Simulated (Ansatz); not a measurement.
# AlNH+ (quintet): the correlation ladder, cc-pVTZ

How much of the correlation energy of AlNH+ (quintet) does each wave-function method recover here?

Computed with Ansatz 0.2.0, Gaussian basis. Level: cc-pVTZ, core rule «outside noble gas», up to 6 orbitals frozen.

To be run: UHF; CCSD(T) on ROHF; CCSD(T) on UHF; BCCD(T) on ROHF; CCSDT(Q) on ROHF; CCSDT(Q) on UHF.

17 further runs of the same task are left out: 12 for a known fault of the program, 5 set aside as unsound or not needed.

## Step 1: The system

The geometry is a PBE0/def2-TZVP stationary point (not a proven minimum) of the parent state, kept for this charge and spin.

3 atoms, charge 1, spin multiplicity 5.

Atoms are counted from 1 here; the program's logs count them from 0.

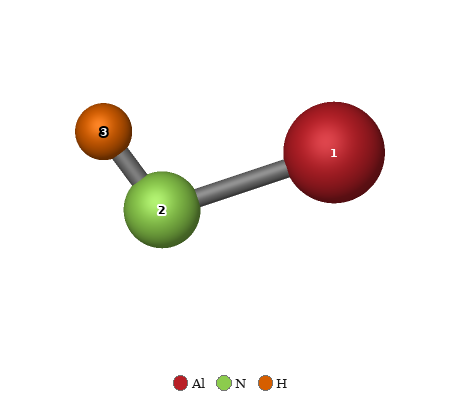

The structure; aluminium red, nitrogen green, hydrogen orange; atoms are numbered from 1 in the order of the file.

## Step 2: UHF

in.yaml reads:

```yaml
crystal:
  periodic: [false, false, false]
  atoms:
    - {symbol: Al, position_ang: [0.000000, -0.031887, 0.689947]}
    - {symbol: N, position_ang: [0.000000, 0.120874, -1.212902]}
    - {symbol: H, position_ang: [0.000000, -0.826124, -1.614269]}
basis:
  gaussian: {orbitals: cc-pVTZ}
total_charge: 1
magnetization: {spin_polarized: true, initial_magnetization: 4}
hamiltonian: {xc: hf}
output: {orbitals: {seedname: orbitals}}
```

Launch:

```
> ansatz run in.yaml --threads 1 --pin off --events-out ev --progress --plain --max-ram 2560MiB --backend cpu
```

Further steps of the session: CCSD(T) on ROHF; CCSD(T) on UHF; BCCD(T) on ROHF; CCSDT(Q) on ROHF; CCSDT(Q) on UHF.

**Question.** What will the summary of the whole plan be? Wanted: UCCSDT(Q) below the RHF energy; RMP2 from UCCSDT(Q); UMP2 from UCCSDT(Q); RCCSD from UCCSDT(Q); RCCSD(T) from UCCSDT(Q); UCCSD(T) from UCCSDT(Q); RCCSDT(Q) from UCCSDT(Q); T1 diagnostic.

The runs gave:

```
                         quantity                                                   value
   UCCSDT(Q) below the RHF energy                                              -4.8236 eV
              RMP2 from UCCSDT(Q)                                         +16.51 kcal/mol
              UMP2 from UCCSDT(Q)                                         +16.60 kcal/mol
             RCCSD from UCCSDT(Q)                                          +3.38 kcal/mol
          RCCSD(T) from UCCSDT(Q)                                          +0.55 kcal/mol
          UCCSD(T) from UCCSDT(Q)                                          +0.45 kcal/mol
         RCCSDT(Q) from UCCSDT(Q)                                          +0.10 kcal/mol
levels within 1 kcal/mol (43 meV)  RCCSD(T), UCCSD(T), BCCD(T), RCCSDT, UCCSDT, RCCSDT(Q)
                    T1 diagnostic                                                   0.019
```

**Reading.** RCCSD(T) lands +0.55 kcal/mol from the yardstick (0.5 % of the correlation energy). These misses are within one basis, not against nature; the frozen cores of restricted and unrestricted runs differ, which can shift their rows.
